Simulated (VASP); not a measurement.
Energy against volume of CsCl (CsCl type). Method: LDA (Ceperley-Alder, Perdew-Zunger), VASP's LDA PAW potentials (set 64) (plane waves; VASP).

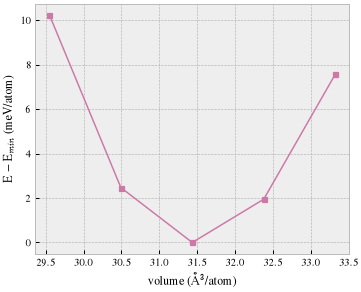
Figure: Energy against volume

**Question.** Estimate the equilibrium volume and the bulk modulus.

**Answer.** The minimum lies near 31.5 Å³/atom, and the curvature gives B0 of about 25 GPa.

The compound is CsCl in the CsCl type structure. It was relaxed first, which changed the volume by -10 %.
